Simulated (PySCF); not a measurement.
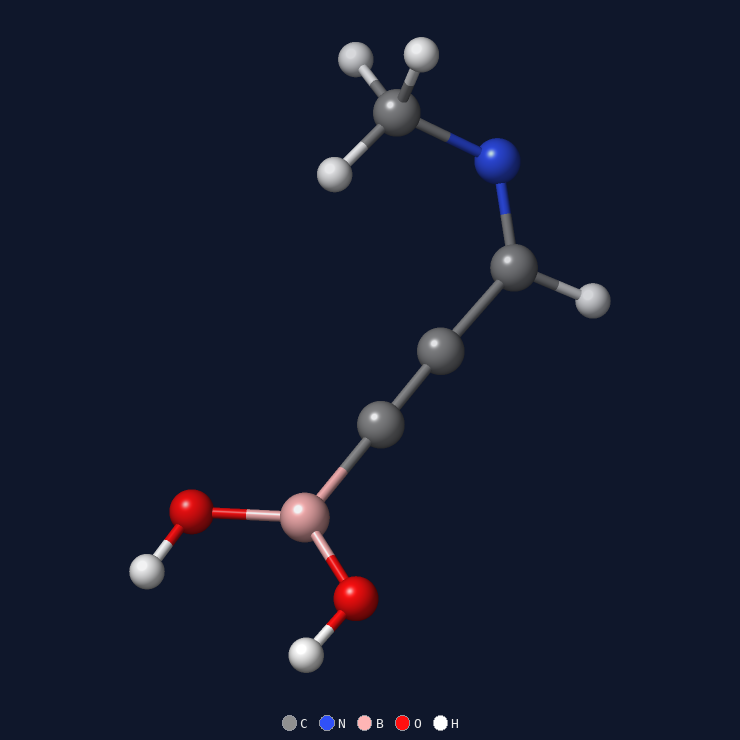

Rendered structure (ball-and-stick style). Every bond is drawn as one stick, whatever its order.

The geometry was computed by an optimisation with PBE0-D3(BJ)/def2-SVP. No frequency run is at hand to confirm it as a minimum.

**What is the molecular formula?**

C4H6BNO2, 14 atoms: 4 carbon, 6 hydrogen, 1 boron, 1 nitrogen and 2 oxygen.

**Name some functional groups or characteristic bonds that it holds.**

Among them: alkyne, imine.

The parts below concern this one geometry. Atoms keep their numbers from picture to picture.

Symmetry

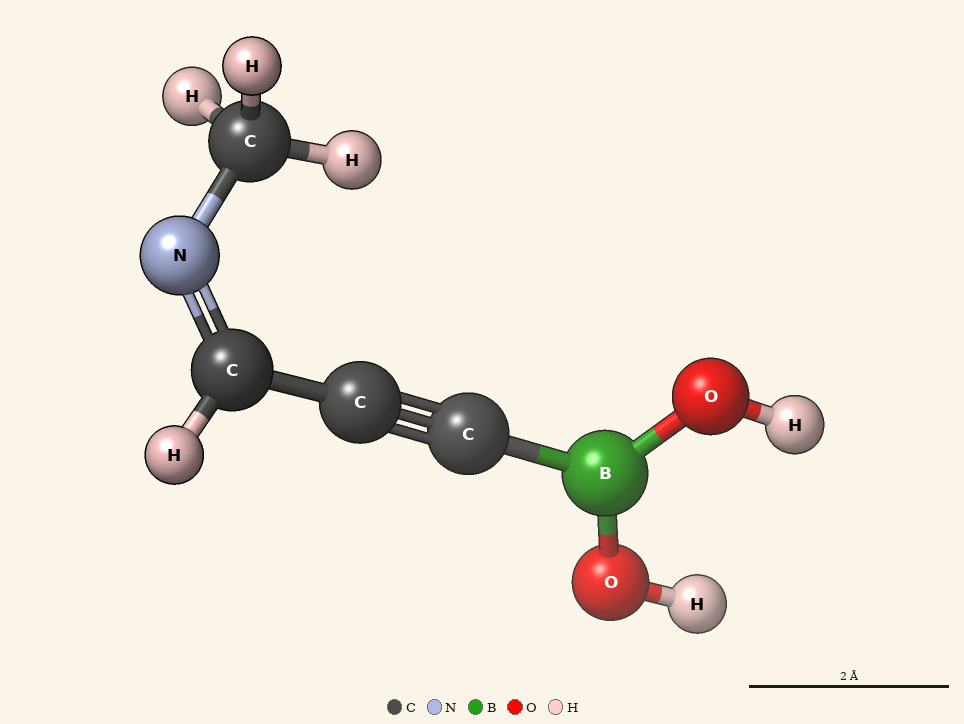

Depth is shown by fading: the farther an atom, the more it takes the colour of the background. No frequency run is at hand to confirm it as a minimum. Masses are those of the most abundant isotopes; constants are for the rigid equilibrium geometry.

**What kind of rotor is it, and what are its rotational constants in cm⁻¹?**

An asymmetric top (C1): A = 0.171, B = 0.0268, C = 0.0242 cm⁻¹. Ray's parameter κ is −0.96, close to the prolate limit.

Electronic properties

No frequency run is at hand to confirm it as a minimum. Properties computed with ωB97X-D/def2-SVPD, gas phase (PySCF 2.14.0). Excitations: vertical, linear response.

Computed properties:

- dipole moment: 4.27 D
- HOMO energy (Kohn–Sham orbital): −9.40 eV
- LUMO energy (Kohn–Sham orbital): 0.17 eV
- HOMO–LUMO gap: 9.57 eV
- mean static polarisability: 81.0 bohr³
- lowest vertical singlet excitation: 4.42 eV
- its oscillator strength: 0.003
- brightest of the 10 lowest singlets: 7.21 eV
- its oscillator strength: 0.49

Core levels

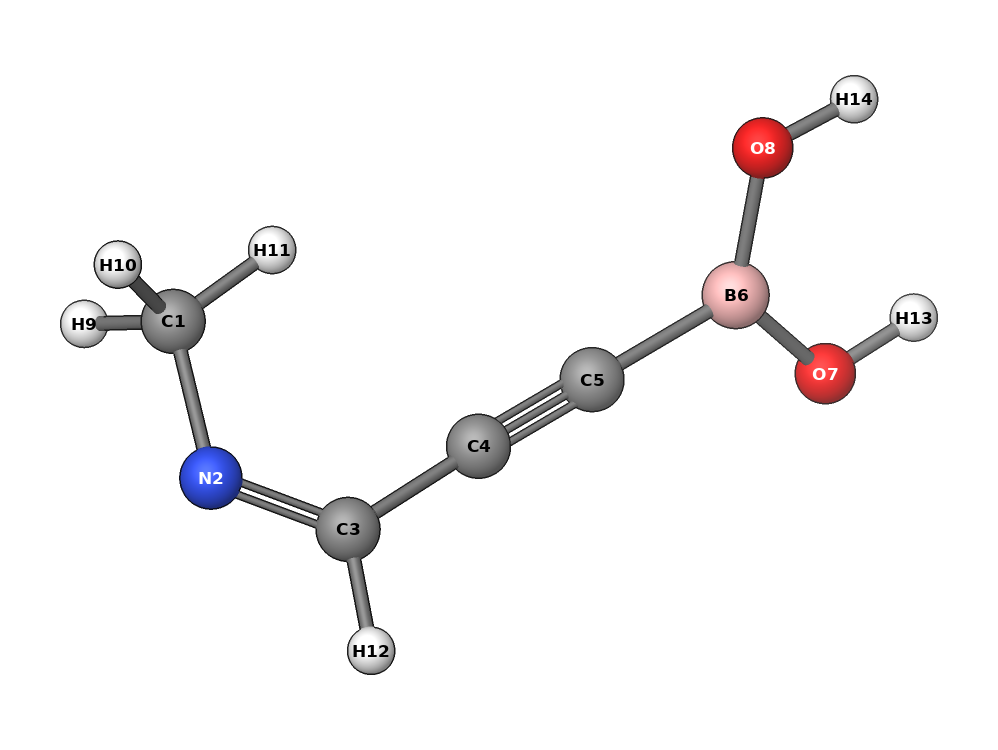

No frequency run is at hand to confirm it as a minimum. Properties computed with delta-SCF UKS SCAN, pcX-2 on the ionised atom, pcseg-1 elsewhere, spin-free X2C (PySCF 2.14.0).

Give the core-electron binding energies (to vacuum) of C1 1s, N2 1s, C3 1s, C4 1s, C5 1s, B6 1s, O7 1s.

```csv
atom,level,binding energy (eV)
C1,1s,291.2
N2,1s,404.4
C3,1s,292.0
C4,1s,290.5
C5,1s,289.9
B6,1s,197.9
O7,1s,539.4
```

Quadrupole coupling

No frequency run is at hand to confirm it as a minimum. Electric field gradients from the ground-state density, PBE0/pcSseg-1 (PySCF 2.14.0), non-relativistic apart from any core potentials.

Give the largest field-gradient component, the quadrupole coupling constant and the asymmetry for 14N at N2 (Q = 20.44 mb), 11B at B6 (Q = 40.59 mb), 17O at O7 (Q = −25.6 mb), 17O at O8 (Q = −25.6 mb), 2H at H9 (Q = 2.86 mb), 2H at H10 (Q = 2.86 mb), 2H at H11 (Q = 2.86 mb), 2H at H12 (Q = 2.86 mb).

```json
{"atom": "N2", "V_zz (a.u.)": "−1.160", "e²qQ/h (MHz)": "−5.57", "η": "0.40"}
{"atom": "B6", "V_zz (a.u.)": "0.316", "e²qQ/h (MHz)": "3.01", "η": "0.19"}
{"atom": "O7", "V_zz (a.u.)": "1.447", "e²qQ/h (MHz)": "−8.70", "η": "0.19"}
{"atom": "O8", "V_zz (a.u.)": "1.447", "e²qQ/h (MHz)": "−8.70", "η": "0.19"}
{"atom": "H9", "V_zz (a.u.)": "0.285", "e²qQ/h (MHz)": "0.192", "η": "0.05"}
{"atom": "H10", "V_zz (a.u.)": "0.286", "e²qQ/h (MHz)": "0.192", "η": "0.05"}
{"atom": "H11", "V_zz (a.u.)": "0.271", "e²qQ/h (MHz)": "0.182", "η": "0.08"}
{"atom": "H12", "V_zz (a.u.)": "0.284", "e²qQ/h (MHz)": "0.191", "η": "0.06"}
```
